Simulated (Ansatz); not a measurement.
**SiH5 (doublet): one geometry, many settings at distance H1–H2 along a hydrogen transfer = 1.171 Å**

What do other methods and options give for SiH5 (doublet) at this geometry, and how long do they take?

The runs use Ansatz 0.2.0, Gaussian basis; the settings change from run to run.

5 further runs of the same task are left out: 5 that didn't finish.

### 1 The geometry

The geometry derives from fragments relaxed apart (PBE0/def2-TZVP) and kept rigid, so it is no stationary point. A hydrogen atom is moved between rigid fragments.

6 atoms, charge 0, spin multiplicity 2.

Atoms are counted from 1 here; the program's logs count them from 0.

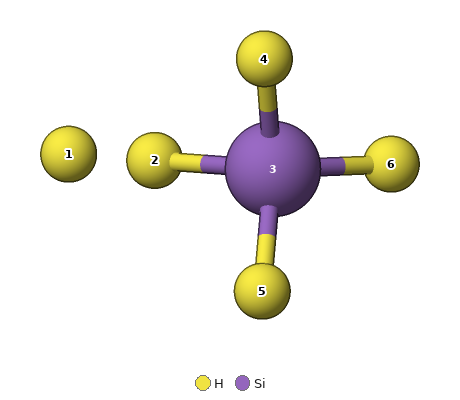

The structure; hydrogen yellow, silicon purple; atoms are numbered from 1 in the order of the file.

### 2 CISD/STO-3G

File in.yaml:

```yaml
crystal:
  periodic: [false, false, false]
  atoms:
    - {symbol: H, position_ang: [-2.688465, 0.000000, -0.000002]}
    - {symbol: H, position_ang: [-1.517465, 0.000000, -0.000001]}
    - {symbol: Si, position_ang: [0.092535, 0.000000, 0.000000]}
    - {symbol: H, position_ang: [0.542508, -1.416253, 0.000001]}
    - {symbol: H, position_ang: [0.542509, 0.708126, -1.226511]}
    - {symbol: H, position_ang: [0.542508, 0.708127, 1.226511]}
basis:
  gaussian: {orbitals: STO-3G}
magnetization: {spin_polarized: false, initial_magnetization: 1}
correlation: {active_space: {ras: {orbitals: [4, 1, 4], electrons: 9, max_holes: 2, max_particles: 2}, fixed_orbitals: true}}
accuracy: high
output: {forces: true}
```

Started as:

```console
$ ansatz run in.yaml --threads 1 --pin off --events-out ev --progress --plain --max-ram 2393MiB
```

Log:

```text
Functional definition: HF
  name "HF"
  cite "Fock, Z. Phys. 61, 126 (1930) doi:10.1007/BF01340294"
  parent pbe
  exchange = exact_x
  correlation = 0
221 factors; integrals over basis functions are off by at most 3.0e-8 eV
mean field evaluation 1: about -7845.3258 eV, gradient 8.0e0 eV
mean field evaluation 2: about -7845.3352 eV, gradient 7.9e0 eV
mean field evaluation 4: about -7846.1217 eV, gradient 1.5e0 eV
mean field evaluation 8: about -7846.1928 eV, gradient 2.2e-5 eV
mean field -7846.19283493 eV, -288.3422683430 hartree, gradient 2.2e-8 eV, S^2 0.750000; 0 other end points of the search recorded, 0 dependent functions left out
reference -7846.19283493 eV, -288.3422683430 hartree; 10, 9 occupied and 4, 5 virtual orbitals, 221 factors
state -7848.33758042 eV, -288.4210862860 hartree
the calculation of the forces begins
mean field evaluation 16: about -7846.1928 eV, gradient 2.2e-8 eV
Total energy: -7848.33758042 eV, -288.4210862860 hartree
Atom 0 at    -2.688465     0.000000    -0.000002 Å, force     0.051291    -0.000000     0.000000 eV/Å
Atom 1 at    -1.517465     0.000000    -0.000001 Å, force     1.098809     0.000001     0.000001 eV/Å
Atom 2 at     0.092535     0.000000     0.000000 Å, force    -0.780753     0.000002    -0.000000 eV/Å
Atom 3 at     0.542508    -1.416253     0.000001 Å, force    -0.123115     1.008969    -0.000001 eV/Å
Atom 4 at     0.542509     0.708126    -1.226511 Å, force    -0.123117    -0.504485     0.873794 eV/Å
Atom 5 at     0.542508     0.708127     1.226511 Å, force    -0.123116    -0.504486    -0.873794 eV/Å
Dipole moment:     0.045731    -0.000000     0.000000 e Å
```

It took 0.27 s on 1 thread of Intel Xeon Platinum 8259CL at 2.50GHz, shared host.

From the report: 401 determinants.

### 3 CCSD on UHF/6-31G

Changes to in.yaml since step 2:

```diff
@@ -10,6 +10,5 @@
 basis:
-  gaussian: {orbitals: STO-3G}
-magnetization: {spin_polarized: false, initial_magnetization: 1}
-correlation: {active_space: {ras: {orbitals: [4, 1, 4], electrons: 9, max_holes: 2, max_particles: 2}, fixed_orbitals: true}}
-accuracy: high
-output: {forces: true}
+  gaussian: {orbitals: 6-31G}
+magnetization: {spin_polarized: true, initial_magnetization: 1}
+correlation: {method: ccsd, electrons: outside_noble_gas}
+scf: {lower_state_search: light}
```

Same command.

Log (excerpt; [...] marks lines left out):

```text
Functional definition: HF
  name "HF"
  cite "Fock, Z. Phys. 61, 126 (1930) doi:10.1007/BF01340294"
  parent pbe
[...]
300 factors; integrals over basis functions are off by at most 6.0e-4 eV
[...]
mean field -7936.30346368 eV, -291.6537728707 hartree, gradient 7.3e-6 eV, S^2 0.774208; 0 other end points of the search recorded, 0 dependent functions left out
5 core orbitals not correlated: weight in the atoms' cores, before any rotation towards them, 1.000 or more for the frozen orbitals, at most 0.000 for the correlated occupied ones
reference -7936.30346368 eV, -291.6537728707 hartree; 5, 4 occupied and 13, 14 virtual orbitals, 300 factors
second order -1.74344177 eV of doubles, -0.00000000 eV of singles
cycle   1  -2.19819844 eV  change   -4.5e-1 eV  update   5.7e-2
[...]
cycle   9  -2.46059330 eV  change    3.2e-6 eV  update   1.0e-5
Total energy: -7938.76405698 eV, -291.7441980066 hartree
```

It took 0.42 s on 1 thread of Intel Xeon Platinum 8259CL at 2.50GHz, shared host.

From the report: ⟨S²⟩ of the determinant 0.774 (pure doublet: 0.75); correlation -2.4606 eV; T1 0.013; largest double amplitude 0.06.

### 4 BCCD(T)/6-31G

Changes to in.yaml since step 3:

```diff
@@ -11,4 +11,5 @@
   gaussian: {orbitals: 6-31G}
-magnetization: {spin_polarized: true, initial_magnetization: 1}
-correlation: {method: ccsd, electrons: outside_noble_gas}
-scf: {lower_state_search: light}
+magnetization: {spin_polarized: false, initial_magnetization: 1}
+hamiltonian: {xc: {name: r2SCAN}}
+correlation: {method: bccd_t, electrons: all}
+scf: {lower_state_search: full}
```

Same command.

Log (excerpt; [...] marks lines left out):

```text
Functional definition: r2SCAN
  name "r2SCAN"
  cite "Furness, Kaplan, Ning, Perdew & Sun, J. Phys. Chem. Lett. 11, 8208 (2020) doi:10.1021/acs.jpclett.0c02405"
  cite "Furness, Kaplan, Ning, Perdew & Sun, J. Phys. Chem. Lett. 11, 9248 (2020) doi:10.1021/acs.jpclett.0c03077"
  parent r2scan
[...]
300 factors; integrals over basis functions are off by at most 6.0e-4 eV
[...]
mean field -7953.67218639 eV, -292.2920616570 hartree, gradient 2.2e-6 eV, S^2 0.750000; 3 other end points of the search recorded, 0 dependent functions left out
reference -7935.93312756 eV, -291.6401632692 hartree; 10, 9 occupied and 13, 14 virtual orbitals, 300 factors
second order -2.00982864 eV of doubles, -0.24948170 eV of singles
cycle   1  -2.70922217 eV  change   -4.5e-1 eV  update   5.5e-2
[...]
cycle   9  -2.92150779 eV  change    9.7e-6 eV  update   1.2e-5
perturbative correction -0.03138465 eV, -0.0011533648 hartree
Total energy: -7938.88602001 eV, -291.7486800652 hartree
```

Wall time 4 s (1 thread of Intel Xeon Platinum 8259CL at 2.50GHz, shared host).

From the report: correlation -2.9529 eV; largest double amplitude 0.06.

### 5 CASCI(11,6)/6-31G

Changes to in.yaml since step 4:

```diff
@@ -12,4 +12,4 @@
 magnetization: {spin_polarized: false, initial_magnetization: 1}
-hamiltonian: {xc: {name: r2SCAN}}
-correlation: {method: bccd_t, electrons: all}
-scf: {lower_state_search: full}
+correlation: {active_space: {window: {electrons: 11, orbitals: 6}, fixed_orbitals: true}}
+scf: {lower_state_search: light}
+output: {forces: true}
```

Launched as before.

Log (excerpt; [...] marks lines left out):

```text
Functional definition: HF
  name "HF"
  cite "Fock, Z. Phys. 61, 126 (1930) doi:10.1007/BF01340294"
  parent pbe
[...]
300 factors; integrals over basis functions are off by at most 6.0e-4 eV
[...]
mean field -7936.16618476 eV, -291.6487279632 hartree, gradient 2.7e-6 eV, S^2 0.750000; 0 other end points of the search recorded, 0 dependent functions left out
reference -7936.16618476 eV, -291.6487279632 hartree; 10, 9 occupied and 13, 14 virtual orbitals, 300 factors
state -7936.16618476 eV, -291.6487279632 hartree
[...]
Total energy: -7936.16618476 eV, -291.6487279632 hartree
Atom 0 at    -2.688465     0.000000    -0.000002 Å, force    -0.812649    -0.000000    -0.000001 eV/Å
Atom 1 at    -1.517465     0.000000    -0.000001 Å, force     1.361497     0.000001     0.000001 eV/Å
Atom 2 at     0.092535     0.000000     0.000000 Å, force    -0.924154     0.000001    -0.000001 eV/Å
Atom 3 at     0.542508    -1.416253     0.000001 Å, force     0.125103    -0.065339     0.000000 eV/Å
Atom 4 at     0.542509     0.708126    -1.226511 Å, force     0.125102     0.032669    -0.056584 eV/Å
Atom 5 at     0.542508     0.708127     1.226511 Å, force     0.125102     0.032669     0.056584 eV/Å
Dipole moment:     0.131086    -0.000000     0.000000 e Å
```

Wall time 0.45 s (1 thread of Intel Xeon Platinum 8259CL at 2.50GHz, shared host).

From the report: 5 determinants; active occupations 2.00, 2.00, 2.00, 2.00, 2.00, 1.00. With so small a space the active step adds no correlation: the energy is the mean field's.

### 6 NEVPT4(SD)(9,6)/STO-3G

Changes to in.yaml since step 5:

```diff
@@ -10,6 +10,5 @@
 basis:
-  gaussian: {orbitals: 6-31G}
+  gaussian: {orbitals: STO-3G}
 magnetization: {spin_polarized: false, initial_magnetization: 1}
-correlation: {active_space: {window: {electrons: 11, orbitals: 6}, fixed_orbitals: true}}
-scf: {lower_state_search: light}
-output: {forces: true}
+correlation: {method: fic_nevpt4_sd, electrons: outside_noble_gas, active_space: {window: {electrons: 9, orbitals: 6}, states: [{multiplicity: 2, weights: [0.5, 1, 1, 1]}, {multiplicity: 4, weights: [1]}], root: 0}}
+scf: {lower_state_search: off}
```

The command is unchanged.

Log (excerpt; [...] marks lines left out):

```text
Functional definition: HF
  name "HF"
  cite "Fock, Z. Phys. 61, 126 (1930) doi:10.1007/BF01340294"
  parent pbe
[...]
220 factors; integrals over basis functions are off by at most 3.9e-8 eV
[...]
mean field -7846.19283492 eV, -288.3422683429 hartree, gradient 2.4e-6 eV, S^2 0.750000; 0 other end points of the search recorded, 0 dependent functions left out
reference -7846.19283492 eV, -288.3422683429 hartree; 10, 9 occupied and 4, 5 virtual orbitals, 220 factors
state -7846.04953609 eV, -288.3370022079 hartree
state -7836.96215973 eV, -288.0030472864 hartree
state -7836.66564564 eV, -287.9921505946 hartree
state -7836.27684085 eV, -287.9778622819 hartree
state -7846.04953609 eV, -288.3370022079 hartree; corrected -7848.27644757 eV, -288.4188396954 hartree
state -7836.96215973 eV, -288.0030472864 hartree; corrected -7840.61494517 eV, -288.1372846754 hartree
state -7836.66564564 eV, -287.9921505946 hartree; corrected -7838.80127642 eV, -288.0706335782 hartree
state -7836.27684085 eV, -287.9778622819 hartree; corrected -7838.73963354 eV, -288.0683682442 hartree
state -7833.41684087 eV, -287.8727592212 hartree
state -7833.41684087 eV, -287.8727592212 hartree; corrected -7835.69797154 eV, -287.9565892272 hartree
Total energy: -7848.27644757 eV, -288.4188396954 hartree
Checks for a lower state left out: stability, starts, cluster_reference, orbital_swaps, neighbouring_geometries, increment
```

It took 1.1 s on 1 thread of Intel Xeon Platinum 8259CL at 2.50GHz, shared host.

From the report: 90 determinants; active occupations (of the averaged states) 1.99, 1.78, 1.78, 1.66, 1.54, 0.26.

### 7 NEVPT2(3,4)/6-31G

File in.yaml:

```yaml
crystal:
  periodic: [false, false, false]
  atoms:
    - {symbol: H, position_ang: [-2.688465, 0.000000, -0.000002]}
    - {symbol: H, position_ang: [-1.517465, 0.000000, -0.000001]}
    - {symbol: Si, position_ang: [0.092535, 0.000000, 0.000000]}
    - {symbol: H, position_ang: [0.542508, -1.416253, 0.000001]}
    - {symbol: H, position_ang: [0.542509, 0.708126, -1.226511]}
    - {symbol: H, position_ang: [0.542508, 0.708127, 1.226511]}
basis:
  gaussian: {orbitals: 6-31G}
magnetization: {spin_polarized: false, initial_magnetization: 1}
correlation: {method: sc_nevpt2, electrons: valence, active_space: {window: {electrons: 3, orbitals: 4}, states: [{multiplicity: 2, weights: [1, 0.5, 1, 1]}, {multiplicity: 4, weights: [1]}]}}
output: {forces: true}
```

Launched as before.

Log (excerpt; [...] marks lines left out):

```text
Functional definition: HF
  name "HF"
  cite "Fock, Z. Phys. 61, 126 (1930) doi:10.1007/BF01340294"
  parent pbe
[...]
506 factors; integrals over basis functions are off by at most 5.3e-8 eV
[...]
mean field -7936.16633498 eV, -291.6487334838 hartree, gradient 2.8e-6 eV, S^2 0.750000; 0 other end points of the search recorded, 0 dependent functions left out
reference -7936.16633498 eV, -291.6487334838 hartree; 10, 9 occupied and 13, 14 virtual orbitals, 506 factors
state -7936.23941783 eV, -291.6514192291 hartree
state -7930.29625387 eV, -291.4330119819 hartree
state -7929.51088245 eV, -291.4041501144 hartree
state -7927.26583709 eV, -291.3216462195 hartree
state -7936.23941783 eV, -291.6514192291 hartree; corrected -7938.15941898 eV, -291.7219779697 hartree
state -7930.29625387 eV, -291.4330119819 hartree; corrected -7932.17280403 eV, -291.5019739282 hartree
[...]
state -7928.25850039 eV, -291.3581259228 hartree; corrected -7930.62497624 eV, -291.4450923061 hartree
state -7926.60817297 eV, -291.2974775085 hartree; corrected -7928.78212478 eV, -291.3773687641 hartree
[...]
WARN: the results are in doubt because another end's mean lies 0.218 eV lower, and its corrected mean 0.054 eV higher
Total energy: -7931.93489178 eV, -291.4932308144 hartree
Atom 0 at    -2.688465     0.000000    -0.000002 Å, force     2.030260     0.014791     0.000001 eV/Å
Atom 1 at    -1.517465     0.000000    -0.000001 Å, force    -3.264891    -0.191167    -0.000002 eV/Å
Atom 2 at     0.092535     0.000000     0.000000 Å, force    -0.031617     4.256475    -0.000002 eV/Å
Atom 3 at     0.542508    -1.416253     0.000001 Å, force     1.160788    -3.642385     0.000002 eV/Å
Atom 4 at     0.542509     0.708126    -1.226511 Å, force     0.052730    -0.218857    -0.577700 eV/Å
Atom 5 at     0.542508     0.708127     1.226511 Å, force     0.052729    -0.218857     0.577700 eV/Å
Dipole moment:    -0.020702    -0.209106     0.000000 e Å
In doubt: another end's mean lies 0.218 eV lower, and its corrected mean 0.054 eV higher
```

Wall time 2.6 s (1 thread of Intel Xeon Platinum 8259CL at 2.50GHz, shared host).

From the report: 24 determinants; active occupations (of the averaged states) 1.55, 0.84, 0.45, 0.16. Mind the lines of doubt at the end of the log.

### 8 MP2 on ROHF/6-31G*

Changes to in.yaml since step 7:

```diff
@@ -10,5 +10,4 @@
 basis:
-  gaussian: {orbitals: 6-31G}
+  gaussian: {orbitals: "6-31G*"}
 magnetization: {spin_polarized: false, initial_magnetization: 1}
-correlation: {method: sc_nevpt2, electrons: valence, active_space: {window: {electrons: 3, orbitals: 4}, states: [{multiplicity: 2, weights: [1, 0.5, 1, 1]}, {multiplicity: 4, weights: [1]}]}}
-output: {forces: true}
+correlation: {method: mp2, electrons: all}
```

Same command.

Log:

```text
Functional definition: HF
  name "HF"
  cite "Fock, Z. Phys. 61, 126 (1930) doi:10.1007/BF01340294"
  parent pbe
  exchange = exact_x
  correlation = 0
325 factors; integrals over basis functions are off by at most 8.3e-4 eV
mean field evaluation 1: about -7936.4872 eV, gradient 9.3e0 eV
mean field evaluation 2: about -7936.5095 eV, gradient 9.4e0 eV
mean field evaluation 4: about -7937.3938 eV, gradient 1.1e0 eV
mean field evaluation 8: about -7937.4307 eV, gradient 1.3e-1 eV
mean field -7937.43104432 eV, -291.6952106947 hartree, gradient 1.6e-6 eV, S^2 0.750000; 0 other end points of the search recorded, 0 dependent functions left out
mean field evaluation 16: about -7936.5225 eV, gradient 7.9e0 eV
reference -7937.43104432 eV, -291.6952106947 hartree; 10, 9 occupied and 19, 20 virtual orbitals, 325 factors
second order -2.63463915 eV of doubles, -0.06166374 eV of singles
Total energy: -7940.12734720 eV, -291.7942979981 hartree
```

Run time: 0.28 s. Hardware: 1 thread of Intel Xeon Platinum 8259CL at 2.50GHz, shared host.

### 9 CCSDT(Q) on ROHF/6-31G

Changes to in.yaml since step 8:

```diff
@@ -10,4 +10,6 @@
 basis:
-  gaussian: {orbitals: "6-31G*"}
+  gaussian: {orbitals: 6-31G}
 magnetization: {spin_polarized: false, initial_magnetization: 1}
-correlation: {method: mp2, electrons: all}
+correlation: {method: ccsdt_q, electrons: outside_noble_gas}
+accuracy: high
+output: {forces: true}
```

The command is unchanged.

Log (excerpt; [...] marks lines left out):

```text
Functional definition: HF
  name "HF"
  cite "Fock, Z. Phys. 61, 126 (1930) doi:10.1007/BF01340294"
  parent pbe
[...]
539 factors; integrals over basis functions are off by at most 5.2e-9 eV
[...]
mean field -7936.16633500 eV, -291.6487334845 hartree, gradient 2.9e-8 eV, S^2 0.750000; 0 other end points of the search recorded, 0 dependent functions left out
5 core orbitals not correlated: weight in the atoms' cores, before any rotation towards them, 1.000 or more for the frozen orbitals, at most 0.000 for the correlated occupied ones
reference -7936.16633500 eV, -291.6487334845 hartree; 5, 4 occupied and 13, 14 virtual orbitals, 539 factors
second order -1.79135986 eV of doubles, -0.06328460 eV of singles
cycle   1  -2.32931947 eV  change   -4.7e-1 eV  update   6.1e-2
[...]
cycle  23  -2.63579792 eV  change  -3.0e-10 eV  update  4.2e-10
perturbative correction -0.00097770 eV, -0.0000359298 hartree
[...]
Total energy: -7938.80311062 eV, -291.7456332013 hartree
Atom 0 at    -2.688465     0.000000    -0.000002 Å, force    -0.135224    -0.000000    -0.000000 eV/Å
Atom 1 at    -1.517465     0.000000    -0.000001 Å, force    -0.187731     0.000000    -0.000000 eV/Å
Atom 2 at     0.092535     0.000000     0.000000 Å, force    -0.363736     0.000002    -0.000000 eV/Å
Atom 3 at     0.542508    -1.416253     0.000001 Å, force     0.228897    -0.480356     0.000000 eV/Å
Atom 4 at     0.542509     0.708126    -1.226511 Å, force     0.228897     0.240177    -0.415999 eV/Å
Atom 5 at     0.542508     0.708127     1.226511 Å, force     0.228896     0.240177     0.415999 eV/Å
Dipole moment:     0.116180    -0.000000     0.000000 e Å
```

It took 19 s on 1 thread of Intel Xeon Platinum 8259CL at 2.50GHz, shared host; peak memory 0.25 GiB.

From the report: correlation -2.6368 eV; T1 0.025; largest double amplitude 0.06.

### 10 The runs in one table

Where basis and cores are those of an earlier FCI/6-31G run (-7938.8034 eV), and the state is the same kind, the miss against it is given. † marks a result that the program doubts.

```csv
level,correlated,functions,energy (eV),from FCI (meV),time
CISD/STO-3G,outside noble gas,14,-7848.3376,,0.27 s
CCSD on UHF/6-31G,outside noble gas,23,-7938.7641,39.4,0.42 s
BCCD(T)/6-31G (on r2SCAN orbitals),all,23,-7938.8860,,4 s
"CASCI(11,6)/6-31G",,23,-7936.1662,2637.3,0.45 s
"NEVPT4(SD)(9,6)/STO-3G (lowest root of an average)",outside noble gas,14,-7848.2764,,1.1 s
"NEVPT2(3,4)/6-31G (mean of several states) †",valence,23,-7931.9349,,2.6 s
MP2 on ROHF/6-31G*,all,29,-7940.1273,,0.28 s
CCSDT(Q) on ROHF/6-31G,outside noble gas,23,-7938.8031,0.3,19 s
```

### 11 Results

| quantity | value |
| --- | --- |
| runs | 8 |
| quickest | CISD/STO-3G, 0.27 s |
| slowest | CCSDT(Q) on ROHF/6-31G, 19 s |

What this shows: Total energies in different bases, with other cores or another treatment of relativity can't be set against each other. CCSDT(Q) on ROHF/6-31G took 70 times as long as CISD/STO-3G; the jobs differ in more than the method. Among the correlated runs with a miss given, it spans +0 to +39 meV. Hartree-Fock, CASSCF and CASCI lack dynamic correlation by design.
